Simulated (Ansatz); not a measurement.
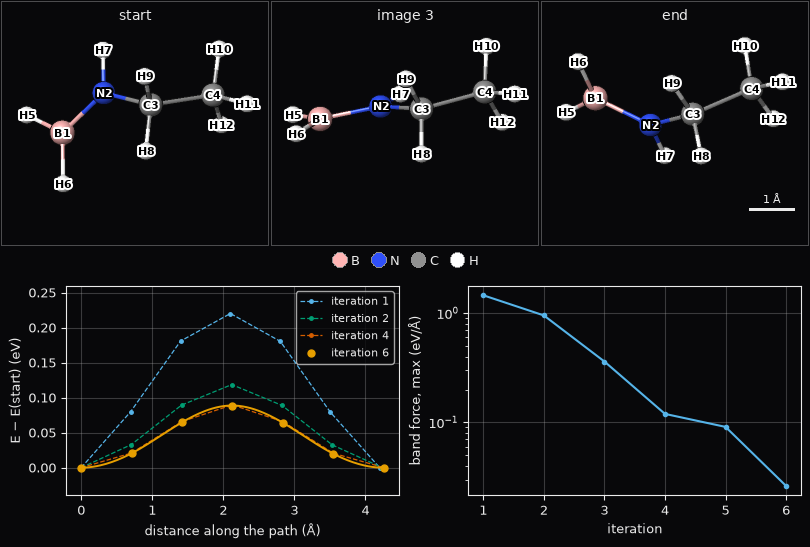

A nudged-elastic-band calculation for C2H8BN. Images are numbered from 0 (start) to 6 (end). The plot follows the band through its iterations. A ball-and-stick model, seen at a tilt.

Theory: RKS B3LYP/def2-SVP in Ansatz.

Input
```yaml
crystal:
  periodic: [false, false, false]
  atoms:
    - { symbol: B, position_ang: [-1.723223, 1.022907, 0.312578] }
    - { symbol: "N", position_ang: [-0.347807, 0.82158, 0.297181] }
    - { symbol: C, position_ang: [0.376962, -0.427425, 0.48295] }
    - { symbol: C, position_ang: [1.178601, -0.846842, -0.749131] }
    - { symbol: H, position_ang: [-2.152637, 2.137001, 0.128845] }
    - { symbol: H, position_ang: [-2.45655, 0.082427, 0.511124] }
    - { symbol: H, position_ang: [0.261246, 1.617876, 0.125201] }
    - { symbol: H, position_ang: [-0.359126, -1.204328, 0.740299] }
    - { symbol: H, position_ang: [1.058496, -0.337607, 1.349657] }
    - { symbol: H, position_ang: [1.924023, -0.08075, -1.022506] }
    - { symbol: H, position_ang: [1.722628, -1.786033, -0.55923] }
    - { symbol: H, position_ang: [0.517385, -0.998806, -1.616969] }
basis:
  gaussian: { orbitals: def2-SVP }
hamiltonian:
  xc: b3lyp
neb:
  order_check: false
  images: 5
  f_tol: 0.05
  max_iterations: 60
  initial_path: idpp
  spring: 50.0
  final_atoms:
    - { symbol: B, position_ang: [-1.33012327, 1.38122996, 0.65616562] }
    - { symbol: "N", position_ang: [-0.85953044, 0.35250565, -0.15192724] }
    - { symbol: C, position_ang: [0.06173857, -0.7167266, 0.20630428] }
    - { symbol: C, position_ang: [1.3741546, -0.66628375, -0.57573992] }
    - { symbol: H, position_ang: [-2.08695511, 2.19583679, 0.18379055] }
    - { symbol: H, position_ang: [-0.97430775, 1.43659022, 1.81028956] }
    - { symbol: H, position_ang: [-1.15950766, 0.31681859, -1.12329335] }
    - { symbol: H, position_ang: [-0.42389032, -1.69756382, 0.04536402] }
    - { symbol: H, position_ang: [0.25954808, -0.63689844, 1.28613237] }
    - { symbol: H, position_ang: [1.90897198, 0.27819181, -0.38784131] }
    - { symbol: H, position_ang: [2.03293334, -1.50104971, -0.28720721] }
    - { symbol: H, position_ang: [1.19696599, -0.74265072, -1.66203836] }
```

Run as
```bash
ansatz run input.yaml --threads 2 --pin off --max-ram 3072MiB --backend cpu --events-out ev --progress --plain --runs-dir out
```

Question: Judge this run.

Answer: The run is converged, with reservations. The band converged in 6 iterations. The largest component of the band force went from 1.5 to 0.026 eV/Å. The climbing image converged on the top of the path. Its curvatures weren't checked. The spring constant is far from the usual few eV/Å², which spoils the spacing or the steps. The first iteration put the highest image at 0.220 eV. The barrier is about 0.089 eV in both directions, with image 3 at the top; the ends have the same energy.

Cost: 56 s on 2 threads of Arm Neoverse V2, on a shared host, peak memory 0.18 GiB.
